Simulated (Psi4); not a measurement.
**doublet NH−: levels of theory compared**

Aim: a comparison of 6 runs (UB3LYP/aug-cc-pVTZ, UPBE/aug-cc-pVTZ, USVWN5/aug-cc-pVTZ, UTPSS/aug-cc-pVTZ, UCCSD/aug-cc-pVTZ, UCCSD(T)/aug-cc-pVTZ) of doublet NH−. 

The results are computed with Psi4 1.11.

### Step 1. Starting point

The species is NH− (2 atoms), meant as a doublet with charge -1. SMILES of the parent species: `[NH]`. The bond length is the one measured for the parent species. That shape belongs to the parent species and isn't relaxed for this state.

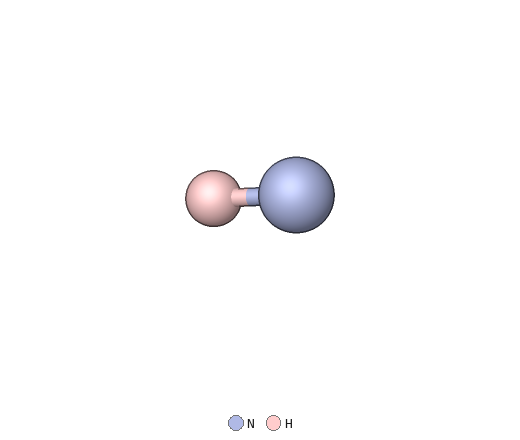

The structure, seen from a chosen angle (nitrogen light blue, hydrogen pink).

### Step 2. Energy and forces at UB3LYP/aug-cc-pVTZ (run 1)

run.py

```python
import psi4

psi4.set_memory('1600 MB')
psi4.set_num_threads(1)
psi4.core.set_output_file('psi4.out', False)

molecule = psi4.geometry("""
-1 2
N
H 1 1.03621
symmetry c1
""")

psi4.set_options({
    'reference': 'uks',
    'puream': True,
    'e_convergence': 1e-09,
    'd_convergence': 1e-08,
    'scf_type': 'pk',
    'dft_radial_points': 99,
    'dft_spherical_points': 590,
    'maxiter': 100,
})

e_tot = psi4.gradient("b3lyp/aug-cc-pVTZ", molecule=molecule)
print('gradient / Eh bohr^-1')
print(e_tot.np.round(6))
```

On the command line:

```console
python run.py
```

psi4.out:

```text
[...]
  Running in c1 symmetry.
[...]
  Nuclear repulsion =    3.574797072687971
[...]
  Multiplicity = 2
[...]
  Nalpha       = 5
  Nbeta        = 4
[...]
    Number of basis functions: 69
[...]
   @UKS iter   1:   -54.96071288587822   -2.39091e-01   1.10293e-02 ADIIS/DIIS
[...]
   @UKS iter  23:   -55.26324792505552   -6.98037e-11   9.73541e-09 DIIS
[...]
   @S^2 Observed:                7.582831071E-01
[...]
    Orbital Energies [Eh]
    ---------------------
    Alpha Occupied:
       1A    -14.030806     2A     -0.479361     3A     -0.074242
       4A      0.002769     5A      0.051449
    Alpha Virtual:
       6A      0.131302     7A      0.239118     8A      0.246122
       9A      0.251426    10A      0.274886    11A      0.356941
      12A      0.383660    13A      0.387531    14A      0.527236
      15A      0.582676    16A      0.583236    17A      0.622091
      18A      0.671616    19A      0.682487    20A      0.856310
      21A      0.864501    22A      0.880069    23A      0.892626
      24A      1.028079    25A      1.028332    26A      1.047116
[...]
  @UKS Final Energy:   -55.26324792505552
   => Energetics <=
    Nuclear Repulsion Energy =              3.5747970726879710
    One-Electron Energy =                 -84.4347691840992240
    Two-Electron Energy =                  31.5587978433368086
    DFT Exchange-Correlation Energy =      -5.9620736569810697
    Empirical Dispersion Energy =           0.0000000000000000
    VV10 Nonlocal Energy =                  0.0000000000000000
    Total Energy =                        -55.2632479250555164
[...]
 Multipole Moments:
 ------------------------------------------------------------------------------------
     Multipole            Electronic (a.u.)      Nuclear  (a.u.)        Total (a.u.)
 ------------------------------------------------------------------------------------
 L = 1.  Multiply by 2.5417464519 to convert [e a0] to [Debye]
 Dipole X            :         -0.0000000            0.0000000           -0.0000000
 Dipole Y            :         -0.0000000            0.0000000           -0.0000000
 Dipole Z            :         -0.4546470            0.9063969            0.4517499
 Magnitude           :                                                    0.4517499
[...]
  -Total Gradient:
     Atom            X                  Y                   Z
    ------   -----------------  -----------------  -----------------
       1        0.000000000000     0.000000000000     0.002976923960
       2        0.000000000000    -0.000000000000    -0.002976964132
[...]
```

On the terminal:

```text
gradient / Eh bohr^-1
[[ 0.        0.        0.002977]
 [ 0.       -0.       -0.002977]]
```

Run time: 8.4 s. Hardware: 1 thread of Intel Xeon 6975P-C (Granite Rapids), shared host; peak memory 0.5 GiB.

### Step 3. Energy and forces at UPBE/aug-cc-pVTZ (run 2)

input.dat

```
memory 1600 MB

molecule {
  -1 2
  N
  H 1 R2

  R2 = 1.03621
  units angstrom
  symmetry c1
  no_reorient
  no_com
}

set basis aug-cc-pVTZ
set reference uks
set puream true
set e_convergence 1e-09
set d_convergence 1e-08
set scf_type pk
set dft_radial_points 99
set dft_spherical_points 590
set maxiter 100

gradient('pbe')
```

On the command line:

```console
psi4 -n 1 input.dat output.dat
```

output.dat:

```text
[...]
  Running in c1 symmetry.
[...]
  Nuclear repulsion =    3.574797072687968
[...]
  Multiplicity = 2
[...]
  Nalpha       = 5
  Nbeta        = 4
[...]
    Number of basis functions: 69
[...]
   @UKS iter   1:   -54.82949664476677   -9.20744e-02   1.20365e-02 ADIIS/DIIS
[...]
   @UKS iter  11:   -55.19158715466904   -1.40830e-10   8.42186e-09 DIIS
[...]
   @S^2 Observed:                7.565006292E-01
[...]
    Orbital Energies [Eh]
    ---------------------
    Alpha Occupied:
       1A    -13.704668     2A     -0.407991     3A     -0.030460
       4A      0.042367     5A      0.089217
    Alpha Virtual:
       6A      0.125038     7A      0.227516     8A      0.231091
       9A      0.239117    10A      0.261435    11A      0.339610
      12A      0.367347    13A      0.372646    14A      0.503019
      15A      0.557309    16A      0.557445    17A      0.597565
      18A      0.645992    19A      0.657981    20A      0.817164
      21A      0.828819    22A      0.842448    23A      0.857915
      24A      0.999788    25A      1.000243    26A      1.016563
[...]
  @UKS Final Energy:   -55.19158715466904
   => Energetics <=
    Nuclear Repulsion Energy =              3.5747970726879683
    One-Electron Energy =                 -84.3518936675690583
    Two-Electron Energy =                  32.8666123678682283
    DFT Exchange-Correlation Energy =      -7.2811029276561792
    Empirical Dispersion Energy =           0.0000000000000000
    VV10 Nonlocal Energy =                  0.0000000000000000
    Total Energy =                        -55.1915871546690369
[...]
 Multipole Moments:
 ------------------------------------------------------------------------------------
     Multipole            Electronic (a.u.)      Nuclear  (a.u.)        Total (a.u.)
 ------------------------------------------------------------------------------------
 L = 1.  Multiply by 2.5417464519 to convert [e a0] to [Debye]
 Dipole X            :          0.0000000            0.0000000            0.0000000
 Dipole Y            :         -0.0000000            0.0000000           -0.0000000
 Dipole Z            :         -0.4652275            0.9063969            0.4411694
 Magnitude           :                                                    0.4411694
[...]
  -Total Gradient:
     Atom            X                  Y                   Z
    ------   -----------------  -----------------  -----------------
       1        0.000000000000     0.000000000000     0.010039395314
       2       -0.000000000000    -0.000000000000    -0.010039495642
[...]
```

Run time: 5.4 s. Hardware: 1 thread of Intel Xeon 6975P-C (Granite Rapids), shared host; peak memory 0.5 GiB.

Runs 3 to 4 aren't shown in full; the table further down has their settings and results.

### Step 4. The energy at UCCSD/aug-cc-pVTZ (run 5)

input.in

```
memory 1.6 GB

molecule molecule1 {
  -1 2
  N      0.000000     0.000000     0.000000
  H      0.000000     0.000000     1.036210
  symmetry c1
  no_reorient
  no_com
}

set {
  basis aug-cc-pVTZ
  reference uhf
  puream true
  e_convergence 1e-09
  d_convergence 1e-08
  scf_type pk
  num_frozen_docc 1
  maxiter 100
}

energy_value, wavefunction = energy("ccsd", return_wfn=True)
```

On the command line:

```console
psi4 -i input.in -o input.out -n 1
```

input.out:

```text
[...]
  Running in c1 symmetry.
[...]
  Nuclear repulsion =    3.574797072687968
[...]
  Multiplicity = 2
[...]
  Nalpha       = 5
  Nbeta        = 4
[...]
    Number of basis functions: 69
[...]
   @UHF iter   1:   -54.80832057505771   -7.46769e-01   6.61422e-03 ADIIS/DIIS
[...]
   @UHF iter  15:   -54.92873880818979   -1.41185e-11   8.07062e-09 DIIS
[...]
   @S^2 Observed:                8.108412374E-01
[...]
    Orbital Energies [Eh]
    ---------------------
    Alpha Occupied:
       1A    -15.266404     2A     -0.770827     3A     -0.227031
       4A     -0.167599     5A     -0.099088
    Alpha Virtual:
       6A      0.167313     7A      0.300314     8A      0.308230
       9A      0.321918    10A      0.357138    11A      0.451421
      12A      0.467422    13A      0.478367    14A      0.646293
      15A      0.713499    16A      0.715258    17A      0.754755
      18A      0.798668    19A      0.816223    20A      1.029596
      21A      1.038693    22A      1.060296    23A      1.077484
      24A      1.177972    25A      1.178214    26A      1.207974
[...]
  @UHF Final Energy:   -54.92873880818979
   => Energetics <=
    Nuclear Repulsion Energy =              3.5747970726879683
    One-Electron Energy =                 -84.4342289436733324
    Two-Electron Energy =                  25.9306930627955730
    Total Energy =                        -54.9287388081897916
  UHF NO Occupations:
  HONO-2 :    3  A 1.9963521
  HONO-1 :    4  A 1.9745633
[...]
 Multipole Moments:
 ------------------------------------------------------------------------------------
     Multipole            Electronic (a.u.)      Nuclear  (a.u.)        Total (a.u.)
 ------------------------------------------------------------------------------------
 L = 1.  Multiply by 2.5417464519 to convert [e a0] to [Debye]
 Dipole X            :          0.0000000            0.0000000            0.0000000
 Dipole Y            :         -0.0000000            0.0000000           -0.0000000
 Dipole Z            :         -1.5868744            1.9581531            0.3712787
 Magnitude           :                                                    0.3712787
[...]
      * MP2 total energy                      =  -55.131531179599747
[...]
      * CCSD total energy                     =  -55.144302060447785
[...]
```

It took 12 s on 1 thread of Intel Xeon 6975P-C (Granite Rapids), shared host; peak memory 0.48 GiB.

### Step 5. A single-point energy at UCCSD(T)/aug-cc-pVTZ (run 6)

job.inp

```
memory 1600 MB

molecule {
  -1 2
  N
  H 1 r2

  r2 = 1.03621
  symmetry c1
  no_reorient
  no_com
}

set basis aug-cc-pVTZ
set reference uhf
set puream true
set e_convergence 1e-09
set d_convergence 1e-08
set scf_type pk
set num_frozen_docc 1
set maxiter 100

result, w = energy('ccsd(t)', return_wfn=True)
```

On the command line:

```console
psi4 -i job.inp -o job.out -n 1
```

job.out:

```text
[...]
  Running in c1 symmetry.
[...]
  Nuclear repulsion =    3.574797072687968
[...]
  Multiplicity = 2
[...]
  Nalpha       = 5
  Nbeta        = 4
[...]
    Number of basis functions: 69
[...]
   @UHF iter   1:   -54.80832057505782   -7.46769e-01   6.61422e-03 DIIS/ADIIS
[...]
   @UHF iter  15:   -54.92873880818973   -1.40830e-11   8.07062e-09 DIIS
[...]
   @S^2 Observed:                8.108412374E-01
[...]
    Orbital Energies [Eh]
    ---------------------
    Alpha Occupied:
       1A    -15.266404     2A     -0.770827     3A     -0.227031
       4A     -0.167599     5A     -0.099088
    Alpha Virtual:
       6A      0.167313     7A      0.300314     8A      0.308230
       9A      0.321918    10A      0.357138    11A      0.451421
      12A      0.467422    13A      0.478367    14A      0.646293
      15A      0.713499    16A      0.715258    17A      0.754755
      18A      0.798668    19A      0.816223    20A      1.029596
      21A      1.038693    22A      1.060296    23A      1.077484
      24A      1.177972    25A      1.178214    26A      1.207974
[...]
  @UHF Final Energy:   -54.92873880818973
   => Energetics <=
    Nuclear Repulsion Energy =              3.5747970726879683
    One-Electron Energy =                 -84.4342289436731761
    Two-Electron Energy =                  25.9306930627954699
    Total Energy =                        -54.9287388081897348
  UHF NO Occupations:
  HONO-2 :    3  A 1.9963521
  HONO-1 :    4  A 1.9745633
[...]
 Multipole Moments:
 ------------------------------------------------------------------------------------
     Multipole            Electronic (a.u.)      Nuclear  (a.u.)        Total (a.u.)
 ------------------------------------------------------------------------------------
 L = 1.  Multiply by 2.5417464519 to convert [e a0] to [Debye]
 Dipole X            :          0.0000000            0.0000000            0.0000000
 Dipole Y            :         -0.0000000            0.0000000           -0.0000000
 Dipole Z            :         -0.4036487            0.9063969            0.5027482
 Magnitude           :                                                    0.5027482
[...]
      * MP2 total energy                      =  -55.131531179599683
[...]
      * CCSD total energy                     =  -55.144302060447728
[...]
      * CCSD(T) total energy                     =  -55.153629980823375
[...]
```

Run time: 13 s. Hardware: 1 thread of Intel Xeon 6975P-C (Granite Rapids), shared host; peak memory 0.48 GiB.

### Step 6. Overview of the runs

```
run                 level                 properties      task  energy (Eh)  HOMO energy (eV)  LUMO energy (eV)   ⟨S²⟩  wall time
  1    UB3LYP/aug-cc-pVTZ                          –  gradient   -55.263248              2.00              3.57  0.758      8.4 s
  2      UPBE/aug-cc-pVTZ                          –  gradient   -55.191587              2.89              3.40  0.757      5.4 s
  3    USVWN5/aug-cc-pVTZ                          –  gradient   -54.791536              2.80              3.00  0.759      4.2 s
  4     UTPSS/aug-cc-pVTZ  (mulliken, mayer, dipole)  gradient   -55.265349              2.93              3.49  0.757       11 s
  5     UCCSD/aug-cc-pVTZ                          –    energy   -55.144302             -0.10              4.52  0.811       12 s
  6  UCCSD(T)/aug-cc-pVTZ                          –    energy   -55.153630             -0.10              4.52  0.811       13 s
```

### Step 7. What came out

| quantity | value |
| --- | --- |
| run 6: total energy | -55.15363 Eh |
| run 6: HOMO energy (Hartree–Fock orbitals) (highest over α and β) | -0.10 eV |
| run 6: LUMO energy (Hartree–Fock orbitals) (lowest over α and β) | 4.52 eV |
| run 6: correlation energy (1 core orbital frozen) | -224.9 mEh |
| run 6: (T) correction | -9.33 mEh |
| run 6: ⟨S²⟩ of the reference determinant | 0.811 |
| run 6: T1 diagnostic | 0.043 |

Totals of different functionals can't be ranked against each other. In runs 1, 2, 3, 4 the HOMO lies above zero, so the outermost electron may be held by the basis alone. All runs together took 55 s, the longest 13 s.
